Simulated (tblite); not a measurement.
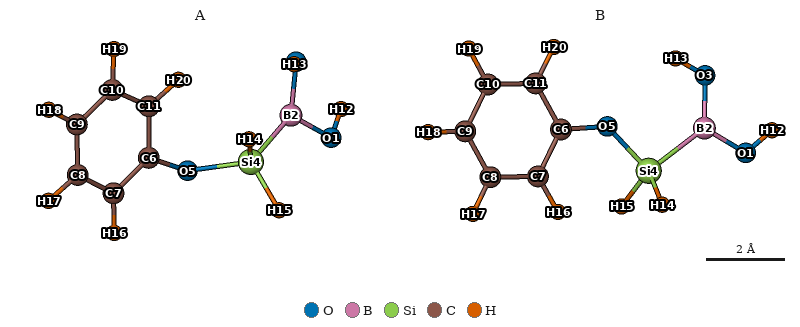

Two geometries of C₆H₉BO₃Si, drawn at one scale. One is the start of a relaxation, the other its converged end. The picture is a ball-and-stick view, seen at a tilt.

All numbers below come from GFN2-xTB geometry optimisation, gas phase in tblite. 

Which geometry has the lower energy?

Structure B is the relaxed one. Over 229 geometry steps the energy falls by 1.691 eV. The atom that moves furthest after the best rigid fit is H15 (2.03 Å). By element the largest moves are H 2.03 Å, O 1.48 Å, C 0.94 Å, B 0.48 Å, Si 0.38 Å. Some distances before and after: O1–B2 1.484 → 1.350 Å, B2–O3 1.468 → 1.362 Å, Si4–O5 1.746 → 1.649 Å, O3–H13 1.007 → 0.956 Å. Among the angles between lasting bonds that change: Si4–O5–C6 115.1° → 132.6°, B2–Si4–O5 113.7° → 101.9°, B2–O3–H13 105.0° → 115.7°. Groups turn about O5–C6 by about 120°, Si4–O5 by about 55°, B2–O3 by about 40°.
